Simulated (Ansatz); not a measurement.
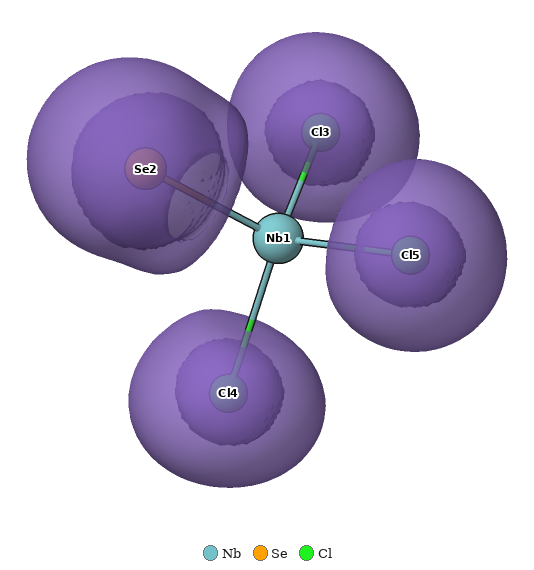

Cl$_{3}$NbSe (NbSeCl3). Isosurface of the electron localisation function at 0.75 (purple), seen at an oblique angle. Core shells and regions of very low density are left out.

Geometry: PBE0-D4/def2-SVP; core potentials replace the inner electrons of Nb.

All numbers below come from RKS PBE0-D4/def2-TZVP (Ansatz 0.2.0).

```
atom    x (Å)    y (Å)    z (Å)
  Nb  -0.0002   0.0002  -0.0264
  Se   0.0120  -0.0166   2.2254
  Cl   2.1528   0.0110  -0.7445
  Cl  -1.0870   1.8705  -0.7133
  Cl  -1.0776  -1.8651  -0.7411
```

> Where are the electrons localised?

At this value the surface marks out one ring or bowl of non-bonding electrons around Se and three regions wrapped around Cl (the valence shell of each). Profiles from the grid: Nb–Se (2.25 Å): the ELF peaks at about 0.60 in the valence shell of Se, 1.0 Å from its nucleus, and is about 0.55 at the midpoint. Nb–Cl (2.27 Å): the ELF peaks at about 0.85 in the valence shell of Cl, 0.8 Å from its nucleus, and is about 0.40 at the midpoint.
